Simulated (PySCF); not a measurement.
System: B$_{2}$H$_{8}$O$_{3}$Si$_{2}$ (SMILES OB(O)OB([SiH3])[SiH3]).

```yaml
atoms:
  - { symbol: Si, position_ang: [-0.9984, 0.3765, 1.5889] }
  - { symbol: B, position_ang: [-0.1018, 0.4869, -0.2521] }
  - { symbol: Si, position_ang: [-0.4416, 2.1358, -1.4039] }
  - { symbol: O, position_ang: [0.7176, -0.4830, -0.7361] }
  - { symbol: B, position_ang: [0.9814, -1.7397, -0.2128] }
  - { symbol: O, position_ang: [0.0901, -2.2944, 0.6400] }
  - { symbol: O, position_ang: [2.1140, -2.3917, -0.5733] }
  - { symbol: H, position_ang: [-2.2130, -0.4979, 1.5406] }
  - { symbol: H, position_ang: [-1.4620, 1.7461, 1.9891] }
  - { symbol: H, position_ang: [-0.0840, -0.1184, 2.6679] }
  - { symbol: H, position_ang: [0.1088, 2.0441, -2.7947] }
  - { symbol: H, position_ang: [-1.9164, 2.3943, -1.4939] }
  - { symbol: H, position_ang: [0.1658, 3.3360, -0.7385] }
  - { symbol: H, position_ang: [0.3735, -3.1518, 0.9726] }
  - { symbol: H, position_ang: [2.6552, -1.8764, -1.1802] }
```

Geometry: PBE0-D3(BJ)/def2-SVP.

The calculation used PBE0/pcSseg-1, SCF density, gas phase, non-relativistic (PySCF).

Question: What can the converged electron density and electron localisation function tell about the bonding?

Answer: B–O (1.35 Å): ρ at the midpoint is about 2.2 e/Å³; the ELF peaks at about 0.90 between the atoms; a polar covalent bond.
O–H (0.96 Å): ρ at the midpoint is about 3.7 e/Å³; the ELF climbs to about 1 towards the hydrogen, as it does in any bond to H (a covalent bond by its length).

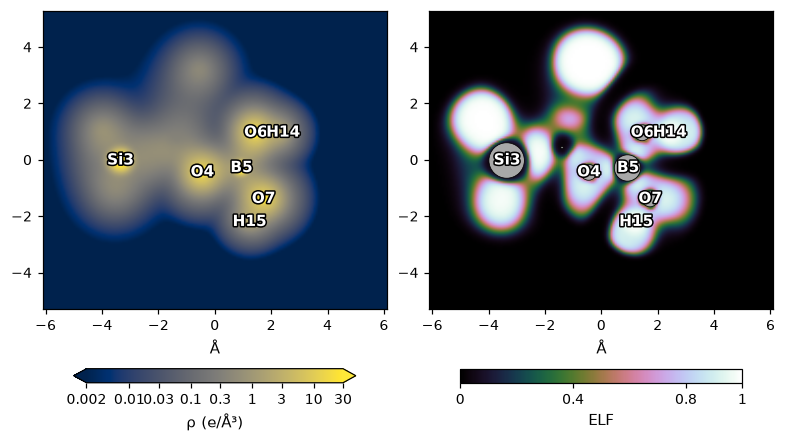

Computed electron density and electron localisation function on the plane of atoms B5, O6 and H14, in this order. Grey discs cover the atomic cores in the ELF map. 
